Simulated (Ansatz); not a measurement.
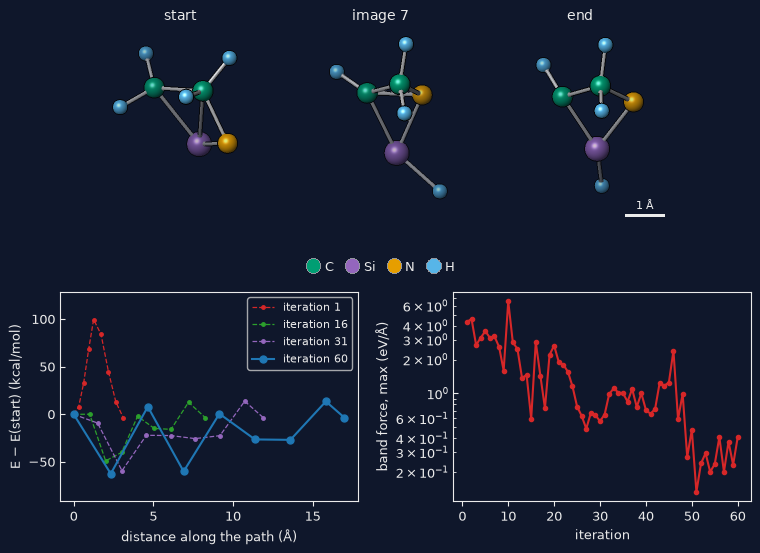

A nudged-elastic-band calculation for C2H4NSi (charge +1). Images are numbered from 0 (start) to 8 (end). The plot follows the band through its iterations. Style: ball-and-stick. Shown at a tilt.

Method: RKS B3LYP/cc-pVDZ (Ansatz). Set-up: 7 movable images; climbing image; force threshold 0.05 eV/Å; iteration limit 60; starting path through a guess of the saddle point.

Q: How did the profile develop, and is the result final?

A: The result isn't final. The band hadn't converged when the run stopped after 60 iterations. The largest component of the band force went from 4.3 to 0.41 eV/Å. The barrier read from it is provisional, though the highest image hardly moved in the last two iterations. The first iteration put the highest image at 99.6 kcal/mol. Relative to the start the highest point is image 7 at +13.6 kcal/mol and the end lies at −3.5 kcal/mol, but the profile dips to −62.4 kcal/mol at image 1 on the way, so there may be more than one step; on an unconverged band the side maxima are provisional.

Cost: 7.4 min on 1 thread of AMD EPYC 9R45 96-Core Processor (Zen 5), with other jobs on the host, peak memory 0.18 GiB.
